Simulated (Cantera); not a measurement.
Input: 1 mol FeS2, a varied amount of H2S, 0.3 mol CO2, equilibrated at 1225 °C and 10000 Pa.

These are equilibrium values from Cantera (NASA tables, ideal gas, pure condensed phases), not measurements of a reactor. Candidate condensed phases: C, C6H6, C7H8, C8H18, Fe, Fe(CO)5, FeO, Fe(OH)2, Fe(OH)3, FeS, FeSO4, FeS2, Fe2O3, Fe2(SO4)3, Fe3O4, H2O, H2SO4, S; 127 gas species. FeS: taken at fixed stoichiometry. Equilibrium is a limit: real reactors are often held back by kinetics, nucleation or transport.

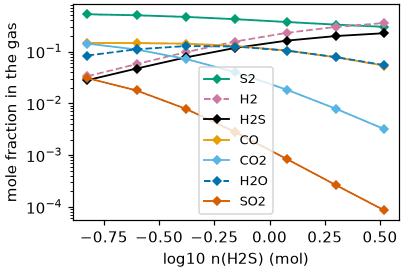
Equilibrium gas composition (values under 1e-9 drawn at 1e-9)

From 0.15 mol H2S to 3.3 mol H2S the condensed part is FeS(l). The main Fe-bearing gas is Fe(OH)2 at 0.15 mol H2S and Fe at 3.3 mol H2S.
